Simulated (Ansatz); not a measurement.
# H₈N₂OSi₂: what the fields show

Input

```
crystal:
  periodic: [false, false, false]
  atoms:
    - {symbol: N, position_ang: [-1.452177, 1.195553, 0.663870]}
    - {symbol: Si, position_ang: [-0.904443, 0.639102, -0.891631]}
    - {symbol: Si, position_ang: [0.882334, -0.838585, -0.480849]}
    - {symbol: N, position_ang: [0.573035, -1.302745, 1.135340]}
    - {symbol: O, position_ang: [2.390281, -0.191599, -0.697730]}
    - {symbol: H, position_ang: [-0.809083, 1.719914, 1.237650]}
    - {symbol: H, position_ang: [-2.371143, 1.608038, 0.722940]}
    - {symbol: H, position_ang: [-2.062000, -0.076680, -1.497825]}
    - {symbol: H, position_ang: [-0.525994, 1.725368, -1.850251]}
    - {symbol: H, position_ang: [0.920622, -1.984351, -1.426928]}
    - {symbol: H, position_ang: [0.982077, -2.098912, 1.594299]}
    - {symbol: H, position_ang: [-0.242715, -0.945358, 1.606514]}
    - {symbol: H, position_ang: [2.639505, 0.515655, -0.100699]}
basis:
  gaussian: {orbitals: def2-TZVPP}
hamiltonian: {xc: pbe0, dispersion: d4}
output: {orbitals: {seedname: orbitals}}
```

Command:

```sh
ansatz run in.yaml --threads 4 --pin off --events-out ev --progress --plain --max-ram 10444MiB
```

Geometry: PBE0-D4/def2-TZVP.

Method: RKS PBE0-D4/def2-TZVPP (Ansatz 0.2.0).

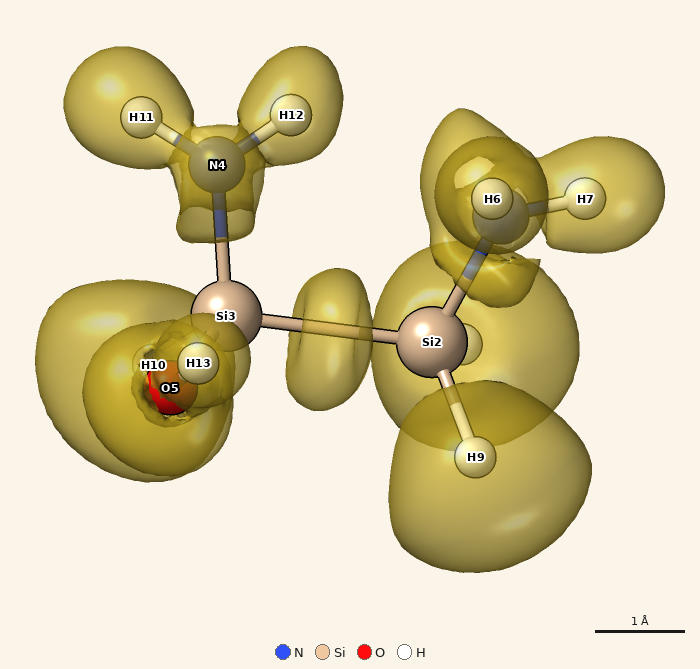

Figure 1. Isosurface of the ELF at 0.8 (yellow), seen across its widest extent. Only the valence region is drawn (cores and ρ < 0.01 e/Å³ removed).

**Describe the localisation domains.**

At this value the surface marks out one region between bonded Si–Si atoms (shared pairs), three regions around hydrogen nuclei, two joined regions spread over several atoms (H, N), in which their bonds and any lone pairs are merged and one joined region spread over several atoms (H, O), in which their bonds and any lone pairs are merged. Profiles from the grid: Si–O (1.66 Å): the ELF peaks at about 0.90 between the atoms; a shared but strongly polarised pair. Si–N (1.71 Å): the ELF peaks at about 0.90 between the atoms: a polar covalent bond.

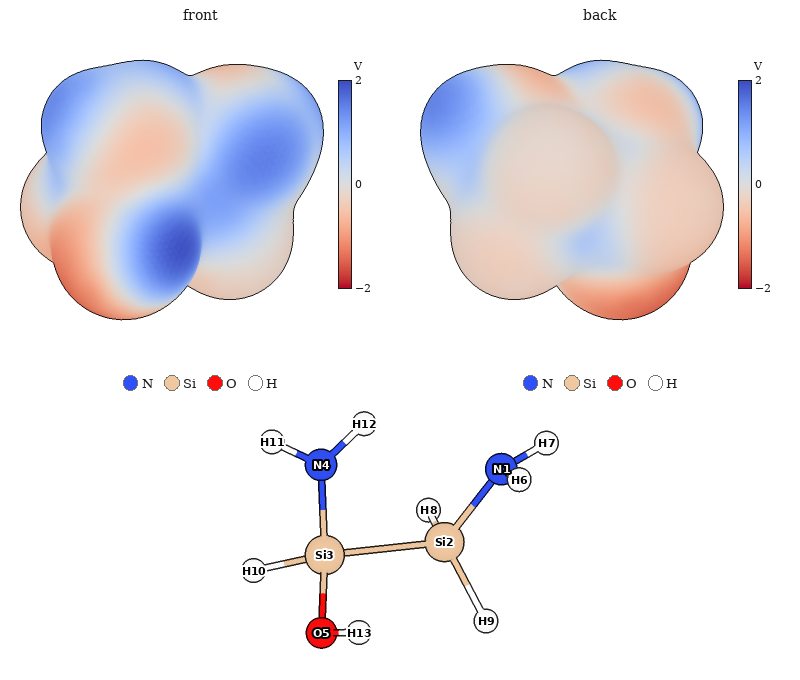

Figure 2. The electrostatic potential painted on the density surface at 0.001 e/bohr³, seen from the front and from behind; the colour scale runs from red (negative) to blue (positive). The bare structure is drawn below in the same view.

**Which sites attract a positive test charge, and which a negative one?**

A positive charge is drawn to the negative regions and a negative charge to the positive ones. The most negative region (about −1.4 V, or −32 kcal/mol for a unit charge) lies over O5, the most positive (about +1.9 V, or +44 kcal/mol for a unit charge) over H13. O5 is the likeliest acceptor of a hydrogen bond.

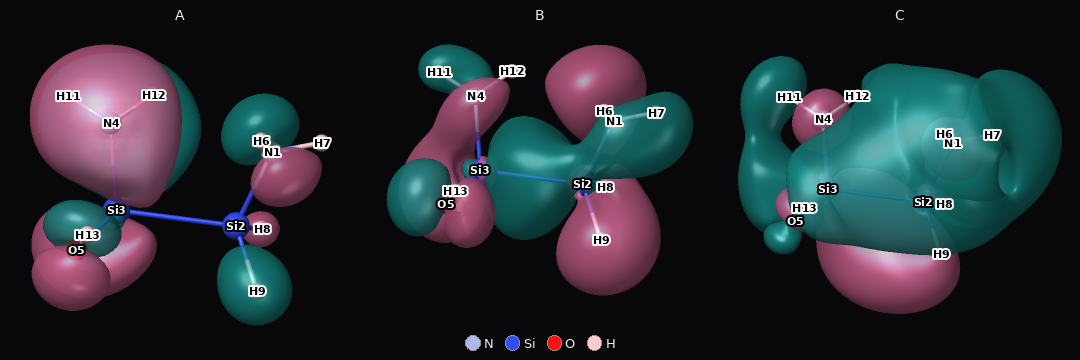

Figure 3. Three frontier orbitals at ±0.05 Å⁻³ᐟ² (teal and pink are the two phases), in no order.

**Which picture is the HOMO−1, the HOMO and the LUMO?**

A is the HOMO−1 (−7.52 eV). It lies mainly on N4 (about 65 %). B is the HOMO (−7.12 eV). It lies mainly on N1 (about 25 %), Si2 (about 25 %), Si3 (about 20 %), H9 (about 10 %) and O5 (about 10 %). C is the LUMO (−0.28 eV). By Hirshfeld shares it lies mainly on Si2 (about 30 %), Si3 (about 20 %), H6 (about 10 %), N1 (about 10 %) and H7 (about 5 %).

**What is the HOMO–LUMO gap?**

6.84 eV between the orbital energies.

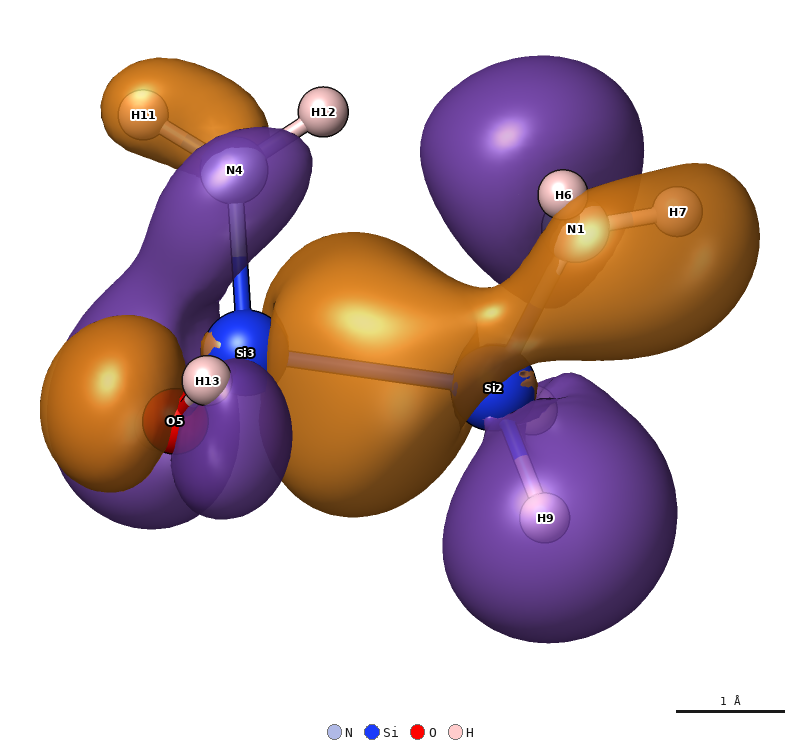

Figure 4. The HOMO at ±0.06 Å⁻³ᐟ² (orange and purple are the two phases), seen at a tilt.

**Describe this orbital and give its energy.**

It lies mainly on N1 (about 25 %), Si2 (about 25 %), Si3 (about 20 %), H9 (about 10 %) and O5 (about 10 %). Its energy is −7.12 eV.
